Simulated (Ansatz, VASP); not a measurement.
**Cross-check of Ti5Ge between VASP and Ansatz**

Aim: how closely do two programs agree when they are given the same cell, functional and k mesh? The cell is invented: Sites of the Ti5Si structure (space group 155) filled with other elements, volume scaled by an estimate. It may not be a known or stable phase.

Main program and level: Ansatz 0.2.0; plane waves, with VASP 6.6.1 beside it; relaxation of cell and atoms at PBE.

**1. The starting structure**

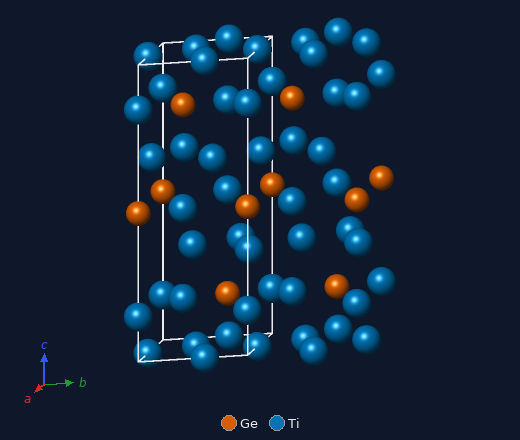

The cell as given, slightly off an axis (germanium orange, titanium blue). 1×2×1 cells are drawn. This picture shows the conventional cell, with its axes. Some periodic images of atoms are drawn too.

**2. Ansatz: relaxation of cell and atoms, PBE**

Ansatz runs on its default PAW (the set named soft_2) files.

The relaxed volume is the usual yardstick between codes: its relative difference is about their pressure difference at one cell divided by the bulk modulus.

Input file input.yaml:

```yaml
crystal:
  lattice:
    - [2.544262, 1.468931, 4.478615]
    - [-2.544262, 1.468931, 4.478615]
    - [0.0, -2.937861, 4.478615]
  atoms:
    - { symbol: Ge, position: [0.5, 0.5, 0.5] }
    - { symbol: Ti, position: [0.15143967, 0.15143967, 0.15143967] }
    - { symbol: Ti, position: [0.60535, 0.39465, 0.0] }
    - { symbol: Ti, position: [0.0, 0.60535, 0.39465] }
    - { symbol: Ti, position: [0.84856033, 0.84856033, 0.84856033] }
    - { symbol: Ti, position: [0.39465, 0.0, 0.60535] }
hamiltonian:
  xc: pbe
  pseudopotentials: { kind: paw }
kpoints:
  mp_grid: { grid: [6, 6, 6] }
scf:
  occupations: { method: fermi_dirac, width: 0.05 }
relax:
  f_tol: 0.01
  max_steps: 60
  cell: { stress_tol: 0.05 }
output:
  forces: true
  stress: true
```

The run is started by

```console
ansatz run input.yaml --threads 4 --pin off --max-ram 9216MiB --backend cpu --events-out ev --progress --plain --runs-dir out
```

Numbers of over 12 decimals in the logs are rounded to 6 here.

Log:

```text
Engine: ansatz 0.2.0, aarch64-unknown-linux-gnu
Pseudopotentials: kind: paw
Pseudopotential: Ge, paw, valence charge 14, recommended cutoff 420 eV (normal), Ge.paw.azcp
Pseudopotential: Ti, paw, valence charge 12, recommended cutoff 420 eV (normal), Ti.paw.azcp
Functional definition: PBE
  parameter kappa = 0.804
  parameter beta = 0.066725
  exchange = pbe_x(kappa = kappa, mu = beta*pi^2/3)
  correlation = pbe_c(beta = beta)
Crystal: 6 atoms, lattice volume = 100.429 Å³
Basis set: ecut = 420 eV, 1935 PW (Γ), exchange–correlation on 72×72×72 points (8 copies of the dense FFT grid, shifted against one another)
Bands: 45, of which v1, the nominal top of the filled ones, is band 37 counted from 1 (36 counted from 0)
Symmetry: 6 space group operations
Space group: R32 (ITA 155), of the structure as read, at distance tolerance 4.6e-5 Å
k-points: 32 of 216 (time reversal used)
Non-local potential: Ge, projectors of the file, l = 0: 2, l = 1: 2, l = 2: 3, l = 3: 1
Non-local potential: Ti, projectors of the file, l = 0: 3, l = 1: 2, l = 2: 3, l = 3: 1
PAW form: soft (Blöchl's): semilocal exchange-correlation on the pseudo side does not see the compensation charge
PAW one-centre angular grid: Ge, 590 points (default); XC on 64 Gauss nodes
PAW one-centre angular grid: Ti, 590 points (default); XC on 64 Gauss nodes
Initial density: superposition of atomic densities (neutral atoms: chi_scale 0, normalization atom), corrected by the library's trained network
Initial wavefunctions: pseudopotential atomic-orbital guess
Functional: x = pbe(κ = 0.804, μ = 0.219515), c = pbe(β = 0.066725)
SCF iter   1: F=—  HF=-16794.946686 eV  |F-HF|=—  |Δ(HF+E_count)|=         —  Δρ=7.40e-3  dr2=7.74e-2  ethr=1.77e-3  ⟨swp⟩=7.7  Hψ=6092  notcnv=0
preconditioner: auto → Kerker (q_TF=auto, 2.593 Å⁻¹)  [metal: Δε(μ)=0.015 eV  Ē_g=3.463 eV  σ=0.050 eV  W_gap=0.07  n_scr=26 (ndim 8)  ℏωp=18.2 eV  f_vac=0.000  D(μ)=5.04/eV (n_scr^D=58)]
SCF iter   2: F=—  HF=-16794.933027 eV  |F-HF|=—  |Δ(HF+E_count)|=   1.37e-2  Δρ=4.23e-3  dr2=2.93e-2  ethr=1.05e-4  ⟨swp⟩=2.0  Hψ=1931  notcnv=0
SCF iter   3: F=—  HF=-16794.925637 eV  |F-HF|=—  |Δ(HF+E_count)|=   7.39e-3  Δρ=6.90e-4  dr2=6.05e-4  ethr=3.96e-5  ⟨swp⟩=2.0  Hψ=1969  notcnv=0
SCF iter   4: F=—  HF=-16794.925497 eV  |F-HF|=—  |Δ(HF+E_count)|=   1.40e-4  Δρ=2.16e-4  dr2=4.78e-5  ethr=8.17e-7  ⟨swp⟩=2.0  Hψ=1987  notcnv=0
SCF iter   5: F=—  HF=-16794.925470 eV  |F-HF|=—  |Δ(HF+E_count)|=   2.68e-5  Δρ=7.84e-5  dr2=5.35e-6  ethr=6.46e-8  ⟨swp⟩=2.0  Hψ=1983  notcnv=0
SCF iter   6: F=—  HF=-16794.925467 eV  |F-HF|=—  |Δ(HF+E_count)|=   3.52e-6  Δρ=2.97e-5  dr2=7.96e-7  ethr=7.23e-9  ⟨swp⟩=2.0  Hψ=1934  notcnv=0
SCF iter   7: F=-16794.925467 eV  HF=-16794.925467 eV  |F-HF|=3.03e-8  |Δ(HF+E_count)|=   3.79e-8  Δρ=8.49e-6  dr2=7.28e-8  ethr=1.35e-10  ⟨swp⟩=3.0  Hψ=4651  notcnv=0
SCF 1 converged in 7 iterations: F = -16794.925467 eV  dr2 = 7.28e-8
  greatest PAW one-centre occupation: 0.999 electrons in one spin orbital (limit 2), on the Ti atom at site 4 (counted from 0), in its partial waves of l = 0
relax step   1: F+E_penalty+E_count = -16794.92546689 eV  Δ(F+E_penalty+E_count) = +0.000e0 eV  max|allowed force component| = 1.829e-2 eV/Å  Δτ_max = 0.0000 Å  P = -0.258 GPa  Ω = 100.429 Å³  (7 SCF iters, dr2 threshold 1.00e-7 eV, accepted)
[...]
relax step   2: F+E_penalty+E_count = -16794.92565054 eV  Δ(F+E_penalty+E_count) = -1.837e-4 eV  max|allowed force component| = 2.438e-2 eV/Å  Δτ_max = 0.0050 Å  P = +0.228 GPa  Ω = 100.024 Å³  energy of the carried Pulay correction = +5.281e-5 eV  (6 SCF iters, dr2 threshold 2.60e-7 eV, accepted)
[...]
relax step   3: F+E_penalty+E_count = -16794.92581727 eV  Δ(F+E_penalty+E_count) = -1.667e-4 eV  max|allowed force component| = 1.360e-3 eV/Å  Δτ_max = 0.0028 Å  P = +0.010 GPa  Ω = 100.198 Å³  energy of the carried Pulay correction = +3.015e-5 eV  (6 SCF iters, dr2 threshold 2.11e-7 eV, accepted)
[...]
relax step   4: F+E_penalty+E_count = -16794.92579170 eV  Δ(F+E_penalty+E_count) = +2.557e-5 eV  max|allowed force component| = 1.362e-3 eV/Å  Δτ_max = 0.0000 Å  P = +0.010 GPa  Ω = 100.198 Å³  stress off target by 3.07e-2 GPa  SCF on the basis re-selected at this cell (its energy is not comparable with the rows above)  (8 SCF iters)
basis re-selected at this cell: Δ(F+E_penalty+E_count) = +2.557e-5 eV, ΔP = +0.000 GPa vs the last step (what re-selecting the basis moved, of the pressure what is left beyond the Pulay correction that the steps carried, after the strain that the cell walked since its last selection, with what the two solves' SCF thresholds leave and, on support functions, any second-order correction that the steps lacked; it is no m [...]
SCF converged after 8 iterations
Free energy (F): -16794.925792 eV
Harris-Foulkes:  -16794.925792 eV  (|F-HF|=0.00e0)
Internal energy: -16794.879502 eV  (E = F + TS)
E sigma→0 (E₀):  -16794.902647 eV
Entropy (-TS):   -0.046290 eV (-7.715 meV/atom)
Fermi energy:    13.696794 eV
--- Per-component energies (eV) ---
  E_band       = -837.139482
  E_kinetic    = 1477.715289
  E_local      = -6101.592030  (includes V_loc(G=0)·N_el)
  E_nonlocal   = 460.710827
  E_hartree    = 2586.995160
  E_xc         = -564.940165
  E_vxc        = -677.194972  (∫ρ·V_xc dr)
  E_paw        = -7259.889850  (= ΣΔE_a)
  E_vpaw       = -1170.769867  (= ΣTr[D̂ρ^β])
  E_aug_tail   = 0.000950  (compensation charges beyond the density's cutoff)
  E_ewald      = -7393.879683
  E_smearing   = -0.046290  (= −TS)
  E_closure    = -0.000000  (closes the sum)
  Σ components = -16794.925792   (vs F -16794.925792, Δ=0.00e0)
--- Forces (eV/Å), atoms counted from 1 ---
  atom   1  Ge     0.00000000    -0.00000000    -0.00000000
  atom   2  Ti     0.00000000     0.00000000     0.00013097
  atom   3  Ti    -0.00136169     0.00000000     0.00000000
  atom   4  Ti     0.00068085    -0.00117926     0.00000000
  atom   5  Ti    -0.00000000    -0.00000000    -0.00013097
  atom   6  Ti     0.00068085     0.00117926    -0.00000000
  max |Σ_I F_I| component: 7.62e-17 eV/Å
--- Stress (GPa, compression-positive) ---
        0.000079      -0.000000       0.000000
       -0.000000       0.000079       0.000000
        0.000000       0.000000       0.030656
  P = ⅓ Tr σ = 0.0103 GPa (0.103 kbar)
--- Relaxed structure (3 steps of the walk, 3 accepted, 1 SCFs on fresh bases) ---
  F+E_penalty+E_count = -16794.92579170 eV   max|allowed force component| = 1.362e-3 eV/Å   (the final SCF, on the basis selected at the relaxed cell)
  cell:  # Å, volume = 100.1976 Å³
    - [2.540799, 1.466931, 4.480497]
    - [-2.540799, 1.466931, 4.480497]
    - [0, -2.933862, 4.480497]
  atoms:
    - { symbol: Ge, position: [0.500000, 0.500000, 0.500000] }
    - { symbol: Ti, position: [0.151603, 0.151603, 0.151603] }
    - { symbol: Ti, position: [0.605241, 0.394759, 0.0] }
    - { symbol: Ti, position: [5.551115123125783e-17, 0.605241, 0.394759] }
    - { symbol: Ti, position: [0.848397, 0.848397, 0.848397] }
    - { symbol: Ti, position: [0.394759, 0.0, 0.605241] }
```

Wall time 15 s (4 threads of Arm Neoverse V1, shared host); peak memory 0.46 GiB; 59 s of CPU time.

**3. VASP: relaxation of cell and atoms, PBE**

The same cell, functional, mesh and smearing now go to VASP, with its own data sets and cutoff.

Lines of VASP's logs that name or quote its potential files are left out, and so is its time.

Input file INCAR:

```
SYSTEM = Ti5Ge
PREC = Accurate
ENCUT = 520
EDIFF = 1E-06
NELM = 100
ISMEAR = -1
SIGMA = 0.05
LREAL = .FALSE.
ALGO = Normal
GGA = PE
LORBIT = 11
LWAVE = .FALSE.
LCHARG = .FALSE.
KPAR = 2
IBRION = 2
NSW = 60
ISIF = 3
EDIFFG = -0.01
```

Input file POSCAR:

```
Ti5Ge
1.0
    2.5442620000      1.4689310000      4.4786150000
   -2.5442620000      1.4689310000      4.4786150000
    0.0000000000     -2.9378610000      4.4786150000
Ge Ti
1 5
Direct
    0.5000000000      0.5000000000      0.5000000000
    0.1514396700      0.1514396700      0.1514396700
    0.6053500000      0.3946500000      0.0000000000
    0.0000000000      0.6053500000      0.3946500000
    0.8485603300      0.8485603300      0.8485603300
    0.3946500000      0.0000000000      0.6053500000
```

Input file KPOINTS:

```
Automatic mesh
0
Gamma
6 6 6
0 0 0
```

PAW data sets: Ge_d and Ti_sv (PBE family, release 64).

The run is started by

```console
mpirun -np 2 vasp_std
```

Log:

```text
[banner, memory and clock lines left out]
running    2 mpi-ranks, on    1 nodes
 distrk:  each k-point on    1 cores,    2 groups
 distr:  one band on    1 cores,    1 groups

 POSCAR found type information on POSCAR GeTi
 POSCAR found :  2 types and       6 ions
 LDA part: xc-table for (Slater+PW92), standard interpolation
 POSCAR, INCAR and KPOINTS ok, starting setup
 FFT: planning ... GRIDC
 FFT: planning ... GRID_SOFT
 FFT: planning ... GRID
 WAVECAR not read
 entering main loop
       N       E                     dE             d eps       ncg     rms          rms(c)
DAV:   1     0.990024335088E+03    0.99002E+03   -0.37569E+04  3120   0.293E+03
DAV:   2     0.114267545351E+03   -0.87576E+03   -0.86435E+03  2816   0.773E+02
DAV:   3    -0.279624752744E+02   -0.14223E+03   -0.13876E+03  3836   0.235E+02
DAV:   4    -0.497278298515E+02   -0.21765E+02   -0.21543E+02  4128   0.832E+01
DAV:   5    -0.512189917459E+02   -0.14912E+01   -0.14867E+01  4424   0.188E+01    0.203E+01
DAV:   6    -0.457927214545E+02    0.54263E+01   -0.35546E+01  3880   0.421E+01    0.767E+00
DAV:   7    -0.467714602522E+02   -0.97874E+00   -0.28423E+01  3960   0.249E+01    0.974E+00
DAV:   8    -0.452334705488E+02    0.15380E+01   -0.85802E+00  3760   0.121E+01    0.302E+00
DAV:   9    -0.452799985878E+02   -0.46528E-01   -0.73291E-01  4016   0.505E+00    0.122E+00
DAV:  10    -0.452858947492E+02   -0.58962E-02   -0.59514E-02  4000   0.211E+00    0.509E-01
DAV:  11    -0.452892469570E+02   -0.33522E-02   -0.10628E-02  4144   0.783E-01    0.152E-01
DAV:  12    -0.452889925878E+02    0.25437E-03   -0.21028E-03  4240   0.311E-01    0.744E-02
DAV:  13    -0.452890251711E+02   -0.32583E-04   -0.16262E-04  3976   0.939E-02    0.174E-02
DAV:  14    -0.452890162170E+02    0.89541E-05   -0.25474E-05  4184   0.434E-02    0.101E-02
DAV:  15    -0.452890151420E+02    0.10749E-05   -0.35117E-06  2752   0.176E-02    0.261E-03
DAV:  16    -0.452890151654E+02   -0.23416E-07   -0.75424E-07  1960   0.110E-02
   1 F= -.45289015E+02 E0= -.45265598E+02  d E =-.452890E+02
[...]
2 F= -.45289226E+02 E0= -.45265932E+02  d E =-.211065E-03
[...]
3 F= -.45289468E+02 E0= -.45266127E+02  d E =-.452471E-03
 curvature:  -0.27 expect dE=-0.216E-04 dE for cont linesearch -0.682E-08
 trial: gam= 0.05386 g(F)=  0.114E-04 g(S)=  0.682E-04 ort =-0.633E-05 (trialstep = 0.917E+00)
 search vector abs. value=  0.836E-04
 bond charge predicted
       N       E                     dE             d eps       ncg     rms          rms(c)
DAV:   1    -0.452895514463E+02   -0.83526E-04   -0.13633E-02  3016   0.128E+00    0.999E-02
DAV:   2    -0.452895996939E+02   -0.48248E-04   -0.23313E-03  2908   0.344E-01    0.643E-02
DAV:   3    -0.452895194020E+02    0.80292E-04   -0.33257E-04  4384   0.147E-01    0.171E-02
DAV:   4    -0.452895261456E+02   -0.67436E-05   -0.16211E-04  3832   0.118E-01    0.225E-02
DAV:   5    -0.452895190445E+02    0.71011E-05   -0.57221E-05  3728   0.666E-02    0.494E-03
DAV:   6    -0.452895187678E+02    0.27671E-06   -0.23342E-06  2408   0.138E-02
   4 F= -.45289519E+02 E0= -.45266188E+02  d E =-.511312E-04
 trial-energy change:   -0.000051  1 .order   -0.000051   -0.000073   -0.000029
 step:   1.5116(harm=  1.5116)  dis= 0.00065  next Energy=   -45.289528 (dE=-0.599E-04)
 reached required accuracy - stopping structural energy minimisation
```

Parts of OUTCAR (step 3):

```text
ion  position               nearest neighbor table
   1  0.500  0.500  0.500-   6 2.73   4 2.73   3 2.73   3 2.73   6 2.73   4 2.73
   2  0.151  0.151  0.151-   3 2.86   6 2.86   4 2.86   4 2.90   6 2.90   3 2.90
   3  0.605  0.395  0.000-   6 2.71   4 2.71   4 2.71   6 2.71   1 2.73   1 2.73   5 2.86   2 2.86
                             2 2.90   5 2.90
   4  0.000  0.605  0.395-   6 2.71   6 2.71   3 2.71   3 2.71   1 2.73   1 2.73   5 2.86   2 2.86
                             2 2.90   5 2.90
   5  0.849  0.849  0.849-   3 2.86   4 2.86   6 2.86   6 2.90   4 2.90   3 2.90
   6  0.395  0.000  0.605-   4 2.71   4 2.71   3 2.71   3 2.71   1 2.73   1 2.73   2 2.86   5 2.86
                             5 2.90   2 2.90

  LATTYP: Found a trigonal (rhomboedric) cell.
 ALAT       =     5.3562131890
 COS(alpha) =     0.5487283084

 Subroutine GETGRP returns: Found  6 space group operations
 (whereof  6 operations were pure point group operations)

The static configuration has the point symmetry D_3 .

 Found     32 irreducible k-points:

   k-points           NKPTS =     32   k-points in BZ     NKDIM =     32   number of bands    NBANDS=     44

   dimension x,y,z NGX =    40 NGY =   40 NGZ =   40
   dimension x,y,z NGXF=    80 NGYF=   80 NGZF=   80

   ENCUT  =  520.0 eV  38.22 Ry    6.18 a.u.   9.96  9.96  9.96*2*pi/ulx,y,z

   NELECT =      74.0000    total number of electrons

 k-points in reciprocal lattice and weights: Automatic mesh
   0.00000000  0.00000000  0.00000000       0.005
   0.16666667  0.00000000  0.00000000       0.028
   0.33333333 -0.00000000 -0.00000000       0.028
   0.50000000  0.00000000  0.00000000       0.014
   0.16666667  0.16666667 -0.00000000       0.028
   0.33333333  0.16666667  0.00000000       0.056
   0.50000000  0.16666667  0.00000000       0.056
  -0.33333333  0.16666667  0.00000000       0.056
  -0.16666667  0.16666667  0.00000000       0.028
[...]
-0.33333333  0.50000000  0.33333333       0.028
   0.50000000  0.50000000  0.50000000       0.005

 average (electrostatic) potential at core
       1 -70.2066       2 -72.2951       3 -72.0372       4 -72.0372       5 -72.2951
       6 -72.0372

 E-fermi :   8.5403

 k-point     1 :       0.0000    0.0000    0.0000
  band No.  band energies     occupation
    ...
     35       7.6644      2.00000
     36       7.8182      2.00000
     37       8.3941      1.89804
     38       8.5257      1.14550
     39       8.5257      1.14550
     40       9.5698      0.00000
     41       9.5698      0.00000
     42       9.8332      0.00000
     43       9.9190      0.00000
     44      10.2089      0.00000

 k-point     2 :       0.1667    0.0000    0.0000
  band No.  band energies     occupation
    ...
     33       7.3586      2.00000
     34       7.4676      2.00000
     35       7.7359      2.00000
     36       7.9910      1.99997
     37       8.3720      1.93322
     38       8.6638      0.15585
     39       8.7252      0.04839
     40       9.4231      0.00000
     41       9.5936      0.00000
     42       9.8367      0.00000
    ...

 k-point     3 :       0.3333   -0.0000   -0.0000
  band No.  band energies     occupation
    ...
     33       7.4517      2.00000
     34       7.4993      2.00000
     35       7.7514      2.00000
     36       8.1344      1.99940
     37       8.5057      1.33312
     38       8.9613      0.00044
     39       9.0404      0.00009
     40       9.3096      0.00000
     41       9.3792      0.00000
     42       9.6372      0.00000
    ...

  Total       -0.0009553     -0.0009553      0.0363704      0.0000000      0.0000000      0.0000000
  in kB       -0.0152918     -0.0152918      0.5822009      0.0000000      0.0000000      0.0000000
  external PRESSURE =       0.1838724 kB  Pullay stress =       0.0000000 kB

  energy-cutoff  :      520.00
  volume of cell :      100.09
      direct lattice vectors                 reciprocal lattice vectors
     2.540229001  1.466602545  4.477645659     0.196832648  0.113641358  0.074443875
    -2.540229001  1.466602545  4.477645659    -0.196832648  0.113641358  0.074443875
     0.000000000 -2.933204092  4.477645659     0.000000000 -0.227282715  0.074443901

 POSITION                                       TOTAL-FORCE (eV/Angst)
 -----------------------------------------------------------------------------------
      0.00000      0.00000      6.71647        -0.000000     -0.000000      0.000000
      0.00000      0.00000      2.03517         0.000000      0.000000      0.006530
      0.53447     -1.46660      8.95529        -0.001960      0.000000      0.000000
     -1.53735     -0.27044      4.47765         0.000980     -0.001697      0.000000
      0.00000      0.00000     11.39777        -0.000000     -0.000000     -0.006530
     -1.53735      0.27044      8.95529         0.000980      0.001697     -0.000000
 -----------------------------------------------------------------------------------
    total drift:                                0.000004     -0.000000      0.000000

  FREE ENERGIE OF THE ION-ELECTRON SYSTEM (eV)
  ---------------------------------------------------
  free  energy   TOTEN  =       -45.2895187678 eV

  energy  without entropy=      -45.2428568481  energy(sigma->0) =      -45.26618781

 reached required accuracy - stopping structural energy minimisation

 total charge
# of ion       s       p       d       tot
------------------------------------------
    1        1.093   1.317  10.041  12.450
    2        2.217   6.115   1.882  10.214
    3        2.235   6.135   1.960  10.330
    4        2.235   6.135   1.960  10.330
    5        2.217   6.115   1.882  10.214
    6        2.235   6.135   1.960  10.330
--------------------------------------------------
tot         12.231  31.951  19.686  63.868

[... 3 further parts left out ...]
```

**4. Comparison**

Known differences besides the PAW data sets themselves: both relaxations stop at a tolerance, which leaves soft axes loose, and VASP keeps its plane-wave basis; the cutoff is 420 eV in Ansatz and 520 eV in VASP; VASP leaves aspherical gradient terms in its spheres out (LASPH is not set), Ansatz keeps them; Ansatz adds a Pulay correction to the stress that steers its cell, VASP none. Total energies have different zeros and are not compared.

The two programs side by side:

| quantity | Ansatz | VASP | difference |
| --- | --- | --- | --- |
| volume (Å³) | 100.20 | 100.09 | +0.11 % |
| edge a after relaxation, in the typed setting (Å) | 5.356 | 5.353 | +0.05 % |

The walks stopped with 0.01 GPa left in Ansatz and 0.02 GPa in VASP; each walk ends within a tolerance, so the volume difference is uncertain by about these residues over the bulk modulus, most in soft cells.

**5. Results**

```
difference in volume (relaxation of cell and atoms, PBE) : 0.11 %
```

**Reading.** The difference in volume is 0.11 % (relaxation of cell and atoms, PBE), within the 1.2 % picked in this series as the mark of a large difference, as far as the stopping tolerances let one tell. Differences of this kind measure data sets and numerical settings, not the functional's error against experiment.

[Lines on the potential files, build, host, timing and source positions are cut from VASP's logs without a mark.]

[Logs are printed without paths, hosts, clocks, repeated set-up lines and the standing remarks that a program may print on its own settings, such as how far it seeks lower states.]

[Hosts, paths, dates, database ids (printed as entryN), source tags and the programs' standing remarks are cut or masked in the printed files.]
